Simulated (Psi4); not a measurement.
**UB3LYP/6-31G(d) (spherical functions) run of GeH2Cl (SMILES [Cl][GeH2])**

What is the vertical ionisation energy of GeH2Cl at UB3LYP/6-31G* (spherical functions)? 

The results are computed with Psi4 1.11.

2 further runs of the same task are left out: 2 set aside as unsound or not needed.

### 1 The system as given

The species is GeH2Cl (4 atoms), meant as a doublet with charge 0. SMILES: `[Cl][GeH2]`. The shape is that of a PBE0-D4/def2-TZVP optimisation.

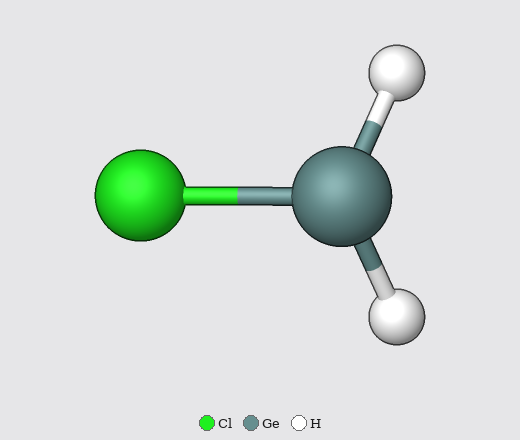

Viewed from a chosen angle; chlorine green, germanium teal, hydrogen white.

### 2 Energy and forces at UB3LYP/6-31G(d) (spherical functions)

Contents of clgeh2.xyz:

```xyz
4
ClGeH2
Cl    -1.562900     0.305200     0.993500
Ge     0.106700    -0.451100    -0.141600
H      0.072700     0.259600    -1.514200
H      1.383400    -0.113700     0.662300
```

Contents of run.py:

```python
import psi4

psi4.set_memory(1600000000)
psi4.set_num_threads(1)
psi4.core.set_output_file('run.log', False)

with open('clgeh2.xyz') as f:
    atoms = ''.join(f.readlines()[2:])
m = psi4.geometry('0 2\n' + atoms + 'symmetry c1\nno_reorient\nno_com')

options = {'basis': '6-31G*', 'reference': 'uks', 'puream': True, 'e_convergence': 1e-09, 'd_convergence': 1e-08, 'scf_type': 'pk', 'dft_radial_points': 99, 'dft_spherical_points': 590, 'maxiter': 200}
psi4.set_options(options)

e, wfn = psi4.gradient("b3lyp", molecule=m, return_wfn=True)
psi4.oeprop(wfn, "DIPOLE", "MULLIKEN_CHARGES", "MAYER_INDICES", title="B3LYP")
print('gradient / Eh bohr^-1')
print(e.np.round(6))
print(f'energy = {wfn.energy():.10f} Eh')
for k, v in sorted(psi4.core.scalar_variables().items()):
    print(f'{k:45s} {v:18.10f}')
```

On the command line:

```console
$ python run.py
```

run.log:

```text
[...]
  Running in c1 symmetry.
[...]
  Nuclear repulsion =  161.647276263878894
[...]
  Multiplicity = 2
[...]
  Nalpha       = 26
  Nbeta        = 25
[...]
    Number of basis functions: 54
[...]
   @UKS iter   1: -2536.67516982218058   -1.91061e+00   4.98163e-02 DIIS/ADIIS
[...]
   @UKS iter  13: -2538.15088039169268   -1.36424e-12   3.04927e-09 DIIS
[...]
   @S^2 Observed:                7.512350997E-01
[...]
  @UKS Final Energy: -2538.15088039169268
   => Energetics <=
    Nuclear Repulsion Energy =            161.6472762638788936
    One-Electron Energy =               -3852.2362301283719717
    Two-Electron Energy =                1239.3829645930345578
    DFT Exchange-Correlation Energy =     -86.9448911202341037
    Empirical Dispersion Energy =           0.0000000000000000
    VV10 Nonlocal Energy =                  0.0000000000000000
    Total Energy =                      -2538.1508803916926809
[...]
  -Total Gradient:
     Atom            X                  Y                   Z
    ------   -----------------  -----------------  -----------------
       1        0.008429797077    -0.004349481730    -0.005823765426
       2       -0.004866455536     0.008770511840     0.004459676550
       3       -0.000210798807    -0.002652271874     0.003284042898
       4       -0.003354059622    -0.001768419276    -0.001918981365
[...]
 Multipole Moments:
 ------------------------------------------------------------------------------------
     Multipole            Electronic (a.u.)      Nuclear  (a.u.)        Total (a.u.)
 ------------------------------------------------------------------------------------
 L = 1.  Multiply by 2.5417464519 to convert [e a0] to [Debye]
 Dipole X            :         41.6201705          -41.0047893            0.6153813
 Dipole Y            :         16.9965329          -17.1982085           -0.2016756
 Dipole Z            :        -22.1490436           21.7439447           -0.4050989
 Magnitude           :                                                    0.7638535
[...]
  Mulliken Charges: (a.u.)
   Center  Symbol    Alpha    Beta     Spin     Total
       1    CL     8.63127  8.54112  0.09015 -0.17239
       2    GE    16.35517 15.58587  0.76930  0.05896
       3     H     0.50679  0.43651  0.07028  0.05670
       4     H     0.50677  0.43650  0.07027  0.05673
   Total alpha = 26.00000, Total beta = 25.00000, Total charge = -0.00000
  Mayer Bond Indices:
  Total Bond Index:
  Irrep: 1 Size: 4 x 4
[...]
```

On the terminal:

```text
gradient / Eh bohr^-1
[[ 0.00843  -0.004349 -0.005824]
 [-0.004866  0.008771  0.00446 ]
 [-0.000211 -0.002652  0.003284]
 [-0.003354 -0.001768 -0.001919]]
energy = -2538.1508803917 Eh
CURRENT ENERGY                                  -2538.1508803917
CURRENT REFERENCE ENERGY                        -2538.1508803917
DD SOLVATION ENERGY                                 0.0000000000
DFT FUNCTIONAL TOTAL ENERGY                     -2538.1508803917
DFT TOTAL ENERGY                                -2538.1508803917
DFT VV10 ENERGY                                     0.0000000000
DFT XC ENERGY                                     -86.9448911202
GRID ELECTRONS ALPHA                               25.9999999225
GRID ELECTRONS BETA                                24.9999999368
GRID ELECTRONS TOTAL                               50.9999998593
NUCLEAR REPULSION ENERGY                          161.6472762639
ONE-ELECTRON ENERGY                             -3852.2362301284
PCM POLARIZATION ENERGY                             0.0000000000
PE ENERGY                                           0.0000000000
SCF ITERATION ENERGY                            -2538.1508803917
SCF ITERATIONS                                     13.0000000000
SCF TOTAL ENERGY                                -2538.1508803917
TWO-ELECTRON ENERGY                              1239.3829645930
XC GRID RADIAL POINTS                              99.0000000000
XC GRID SPHERICAL POINTS                          590.0000000000
XC GRID TOTAL POINTS                           221983.0000000000
```

Run time: 15 s. Hardware: 1 thread of Intel Xeon Platinum 8488C (Sapphire Rapids), shared host; peak memory 0.52 GiB.

### 3 The singlet cation: a single-point energy at B3LYP/6-31G(d) (spherical functions)

Contents of clgeh2.in:

```
memory 1600 mb

molecule {
  1 1
  Cl    -2.95345296     0.57674441     1.87744290
  Ge     0.20163378    -0.85245545    -0.26758522
  H      0.13738309     0.49057290    -2.86142330
  H      2.61424712    -0.21486186     1.25156561
  units au
  symmetry c1
}

set basis 6-31G*
set puream true
set e_convergence 1e-09
set d_convergence 1e-08
set scf_type pk
set dft_radial_points 99
set dft_spherical_points 590

result, w = energy("b3lyp", return_wfn=True)
oeprop(w, "LOWDIN_CHARGES", "MAYER_INDICES", "WIBERG_LOWDIN_INDICES")
print_variables()
```

On the command line:

```console
$ psi4 -n 1 clgeh2.in clgeh2.out
```

clgeh2.out:

```text
[...]
  Running in c1 symmetry.
[...]
  Nuclear repulsion =  161.647276464849284
[...]
  Multiplicity = 1
[...]
  Nalpha       = 25
  Nbeta        = 25
[...]
    Number of basis functions: 54
[...]
   @RKS iter   1: -2536.43602676510227   -1.67147e+00   4.94575e-02 ADIIS/DIIS
[...]
   @RKS iter  12: -2537.82168769511918    2.72848e-12   4.07792e-09 DIIS
[...]
    Orbital Energies [Eh]
    ---------------------
    Doubly Occupied:
       1A   -399.067280     2A   -101.780659     3A    -50.142817
       4A    -44.668773     5A    -44.665944     6A    -44.664677
       7A     -9.711205     8A     -7.473102     9A     -7.466967
      10A     -7.463339    11A     -6.572269    12A     -4.748693
      13A     -4.740893    14A     -4.736675    15A     -1.549095
      16A     -1.548379    17A     -1.544829    18A     -1.539097
      19A     -1.538770    20A     -1.065492    21A     -0.814713
      22A     -0.633080    23A     -0.628484    24A     -0.574902
      25A     -0.550197
[...]
  @RKS Final Energy: -2537.82168769511918
   => Energetics <=
    Nuclear Repulsion Energy =            161.6472764648492841
    One-Electron Energy =               -3838.0744926539064181
    Two-Electron Energy =                1225.2881334283727028
    DFT Exchange-Correlation Energy =     -86.6826049344350906
    Empirical Dispersion Energy =           0.0000000000000000
    VV10 Nonlocal Energy =                  0.0000000000000000
    Total Energy =                      -2537.8216876951196355
[...]
 Multipole Moments:
 ------------------------------------------------------------------------------------
     Multipole            Electronic (a.u.)      Nuclear  (a.u.)        Total (a.u.)
 ------------------------------------------------------------------------------------
 L = 1.  Multiply by 2.5417464519 to convert [e a0] to [Debye]
 Dipole X            :          2.5588696           -1.6412928            0.9175768
 Dipole Y            :         -2.8473391            2.3769490           -0.4703901
 Dipole Z            :         -2.0290779            1.3958697           -0.6332082
 Magnitude           :                                                    1.2100275
[...]
```

It took 7.2 s on 1 thread of Intel Xeon Platinum 8488C (Sapphire Rapids), shared host; peak memory 0.52 GiB.

### 4 Summary of results

Level: UB3LYP/6-31G* (spherical functions).

| quantity | value |
| --- | --- |
| doublet GeH2Cl: total energy | -2538.15088 Eh |
| doublet GeH2Cl: dipole moment | 1.94 D |
| doublet GeH2Cl: HOMO energy (highest over α and β) | -6.34 eV |
| doublet GeH2Cl: LUMO energy (lowest over α and β) | -3.66 eV |
| doublet GeH2Cl: ⟨S²⟩ | 0.751 |
| doublet GeH2Cl: largest force on an atom | 0.572 eV/Å |
| singlet cation: total energy | -2537.82169 Eh |
| singlet cation: HOMO energy | -14.97 eV |
| singlet cation: LUMO energy | -11.52 eV |
| singlet cation: HOMO–LUMO gap | 3.45 eV |
| vertical ionisation energy (to the singlet cation) | 8.958 eV |

In words: The vertical ionisation energy comes to 8.96 eV (864 kJ/mol). The largest force (doublet GeH2Cl) is 0.57 eV/Å: the shape isn't a stationary point for this species at this level. Only the singlet of the ionised species was computed; a triplet could lie lower. Mulliken charges (doublet GeH2Cl) run from -0.17 on Cl1 to +0.06 on Ge2.
